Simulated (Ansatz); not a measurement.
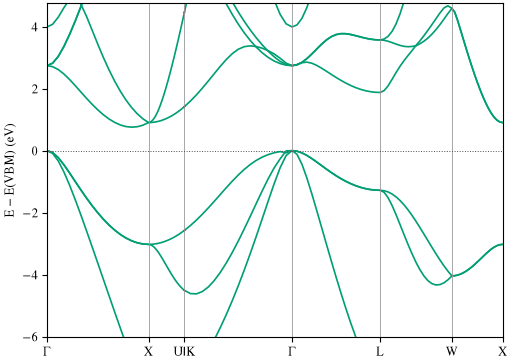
Fig. 1. Band structure from the program Ansatz at the r²SCAN+D4 level (PAW)

Problem. Read off the gap and where the band edges lie.

Solution. About 0.8 eV (0.76 eV by a search for the band edges); maximum at Γ, minimum on the Γ–X line, 84 % of the way from Γ.

The material is Si (diamond, Fd-3m).

The r²SCAN+D4 relaxation kept the symmetry of its start.

Potentials: the earlier of the program's two PAW sets.
